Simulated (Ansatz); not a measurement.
# CH6GeO (SMILES C[O][GeH3]): B2PLYP/cc-pVDZ

Aim: the vertical singlet–triplet gap of CH6GeO at B2PLYP/cc-pVDZ, from 2 runs. 

The calculation is run with Ansatz 0.2.0.

64 further runs of the same task are left out: 64 set aside as unsound or not needed.

### 1 The system as given

CH6GeO has 9 atoms, charge 0, and is taken as a singlet. As SMILES, `C[O][GeH3]`. The shape is that of a PBE0-D4/def2-TZVP optimisation.

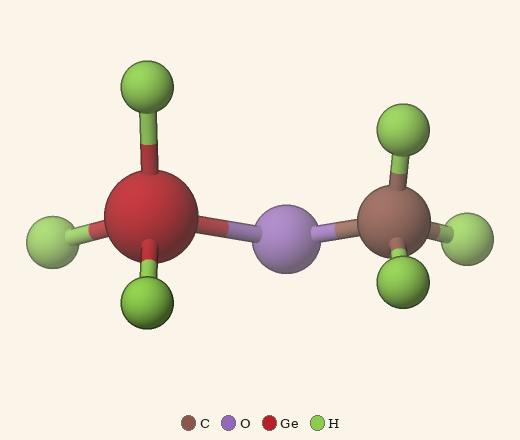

Viewed from a chosen angle; carbon brown, oxygen purple, germanium red, hydrogen green.

### 2 The energy at B2PLYP/cc-pVDZ

File job.yaml:

```yaml
crystal:
  periodic: [false, false, false]
  atoms:
    - symbol: C
      position_ang: [-0.461600, 0.939500, -0.879600]
    - symbol: O
      position_ang: [-0.657300, -0.383600, -0.447300]
    - symbol: Ge
      position_ang: [0.409500, -1.004400, 0.834300]
    - symbol: H
      position_ang: [-1.194400, 1.152600, -1.661500]
    - symbol: H
      position_ang: [0.540900, 1.094500, -1.301500]
    - symbol: H
      position_ang: [-0.607700, 1.666800, -0.069200]
    - symbol: H
      position_ang: [1.870200, -0.939000, 0.345100]
    - symbol: H
      position_ang: [-0.054100, -2.444000, 1.070300]
    - symbol: H
      position_ang: [0.242900, -0.128600, 2.092200]
basis:
  gaussian: {orbitals: cc-pVDZ}
total_charge: 0
hamiltonian: {xc: {name: B2PLYP}}
correlation: {frozen_orbitals: {C: 1, Ge: 9, H: 0, O: 1}}
accuracy: high
output: {orbitals: {seedname: orbitals}}
```

The run is started by

```
$ ansatz run job.yaml --threads 1 --pin off --max-ram 3480MiB --events-out events.jsonl --progress --plain --runs-dir runs
```

The log of the run:

```text
Warning: RAYON_NUM_THREADS=1 ignored (pool sized by the plan → 1); use --threads N
Functional definition: B2PLYP
  name "B2PLYP"
  parameter a = 0.53
  parameter c = 0.27
  exchange = (1 - a)*b88_x + a*exact_x
  correlation = (1 - c)*lyp_c + c*(mp2_os + mp2_ss)
2014 factors; integrals over basis functions are off by at most 4.4e-9 eV
mean field evaluation 1: about -59677.5622 eV, gradient 3.6e1 eV
mean field evaluation 2: about -59677.8897 eV, gradient 3.6e1 eV
mean field evaluation 4: about -59680.4626 eV, gradient 4.1e0 eV
mean field evaluation 8: about -59680.5018 eV, gradient 4.7e-2 eV
mean field evaluation 16: about -59680.5018 eV, gradient 7.6e-6 eV
mean field -59680.50183697 eV, -2193.2179896114 hartree, gradient 1.6e-8 eV, S^2 0.000000; 0 other end points of the search recorded, 0 dependent functions left out
11 core orbitals not correlated: weight in the atoms' cores, before any rotation towards them, 1.000 or more for the frozen orbitals, at most 0.000 for the correlated occupied ones
reference -59680.50186324 eV, -2193.2179905770 hartree; 15, 15 occupied and 59, 59 virtual orbitals, 2014 factors
second order -15.20295632 eV of doubles, -0.00000000 eV of singles
Total energy: -59684.60666145 eV, -2193.3688391288 hartree
```

It took 10 s on 1 thread of Arm Neoverse V2, shared host; peak memory 0.3 GiB.

### 3 The triplet at the same level

File input.yaml:

```yaml
crystal:
  periodic: [false, false, false]
  atoms:
    - {symbol: C, position_ang: [-0.461600, 0.939500, -0.879600]}
    - {symbol: O, position_ang: [-0.657300, -0.383600, -0.447300]}
    - {symbol: Ge, position_ang: [0.409500, -1.004400, 0.834300]}
    - {symbol: H, position_ang: [-1.194400, 1.152600, -1.661500]}
    - {symbol: H, position_ang: [0.540900, 1.094500, -1.301500]}
    - {symbol: H, position_ang: [-0.607700, 1.666800, -0.069200]}
    - {symbol: H, position_ang: [1.870200, -0.939000, 0.345100]}
    - {symbol: H, position_ang: [-0.054100, -2.444000, 1.070300]}
    - {symbol: H, position_ang: [0.242900, -0.128600, 2.092200]}
basis:
  gaussian:
    orbitals: cc-pVDZ
magnetization:
  spin_polarized: true
  initial_magnetization: 2
hamiltonian:
  xc: {name: B2PLYP}
correlation:
  frozen_orbitals: {C: 1, Ge: 9, H: 0, O: 1}
accuracy: high
output:
  orbitals: {seedname: orbitals}
```

The run is started by

```
$ ansatz run input.yaml --threads 1 --pin off --max-ram 3480MiB --events-out events.jsonl --progress --plain --runs-dir runs
```

The log of the run, shortened:

```text
Warning: RAYON_NUM_THREADS=1 ignored (pool sized by the plan → 1); use --threads N
[... 2 set-up lines as earlier in the session ...]
[...]
2014 factors; integrals over basis functions are off by at most 4.4e-9 eV
[...]
mean field -59674.11910707 eV, -2192.9834286143 hartree, gradient 5.4e-8 eV, S^2 2.008251; 2 other end points of the search recorded, 0 dependent functions left out
11 core orbitals not correlated: weight in the atoms' cores, before any rotation towards them, 1.000 or more for the frozen orbitals, at most 0.000 for the correlated occupied ones
reference -59674.11913247 eV, -2192.9834295476 hartree; 16, 14 occupied and 58, 60 virtual orbitals, 2014 factors
second order -14.68239225 eV of doubles, -0.00000000 eV of singles
Total energy: -59678.08337838 eV, -2193.1291128977 hartree
```

Wall time 18 s (1 thread of Arm Neoverse V2, shared host); peak memory 0.44 GiB.

### 4 Results

Level: B2PLYP/cc-pVDZ, 11 core orbitals frozen.

```
                                                         quantity           value
                                            singlet: total energy  -2193.36884 Eh
                       singlet: HOMO energy (SCF part's orbitals)        -9.05 eV
                       singlet: LUMO energy (SCF part's orbitals)         1.80 eV
                     singlet: HOMO–LUMO gap (SCF part's orbitals)        10.85 eV
                                            triplet: total energy  -2193.12911 Eh
triplet: HOMO energy (SCF part's orbitals) (highest over α and β)        -2.18 eV
                                                    triplet: ⟨S²⟩           2.008
                 vertical energy of the triplet above the singlet        6.523 eV
```

In words: At this shape the triplet lies 6.52 eV (150 kcal/mol) above the singlet.
